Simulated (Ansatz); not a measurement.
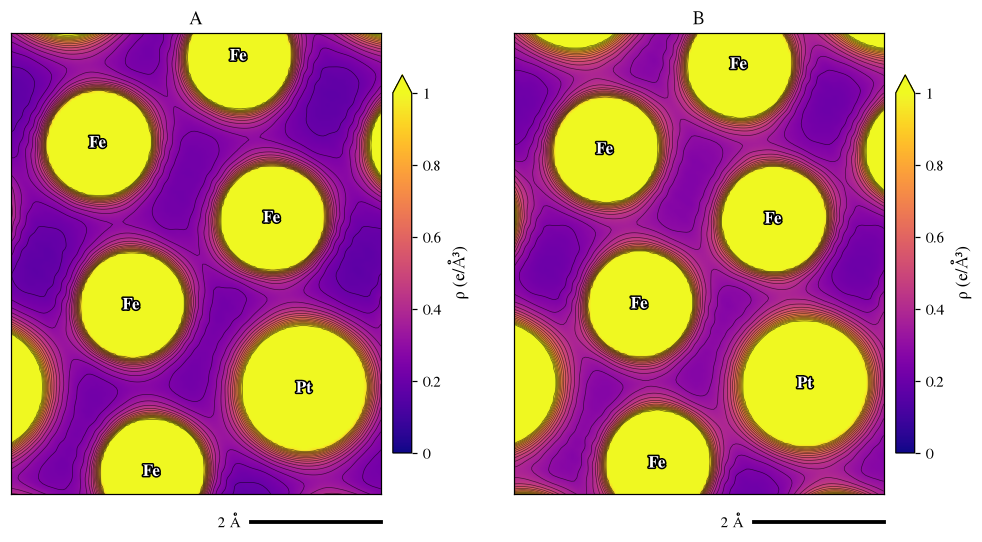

Fe4Pt. The valence electron density of two cells that differ in size and shape, on the (101) plane of each (indices in the axes of the calculation cell), at one length scale and on one colour scale: A has 13.5 Å³ an atom and B 11.9.

Space group I4/m; a structure generated by program, which may or may not match a known phase; spin-polarised.

All numbers below come from DFT PBE, scalar-relativistic, plane waves, PAW in Ansatz 0.2.0.

What does the compression do to the bonding and the properties?

Answer. From the larger cell to the smaller, Fe–Pt goes from 2.66 to 2.58 Å, and the density at its midpoint from 0.36 to 0.42 e/Å³; Fe–Fe goes from 2.54 to 2.44 Å, and the density at its midpoint from 0.3 to 0.36 e/Å³; the pressure goes from −9 to 13 GPa; the largest moment (Fe) goes from 2.8 to 2.6 μB.
